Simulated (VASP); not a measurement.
Band structure of HfB$_{2}$ (AlB2 type). Calculation: PBE GGA with D3 dispersion (zero damping), VASP's PBE PAW potentials (set 64) (plane waves; VASP).

Unless said otherwise, spin-orbit coupling is left out, though it shifts the bands of the heavy elements here.

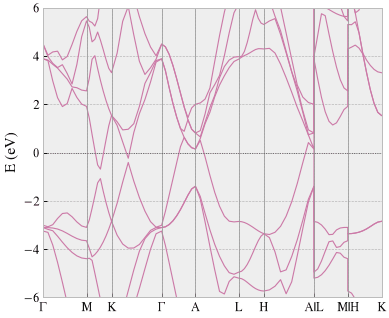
Fig. 1. Bands along high-symmetry lines, zero at the valence-band maximum or, without a gap, the Fermi level

### Question
Read the plot: is there a gap, and where are the band edges?

### Answer
It has no gap at this level: it comes out as a metal or semimetal. (Edges off the drawn lines would not show.)

The compound is HfB2 in the AlB2 type structure. It was relaxed first.
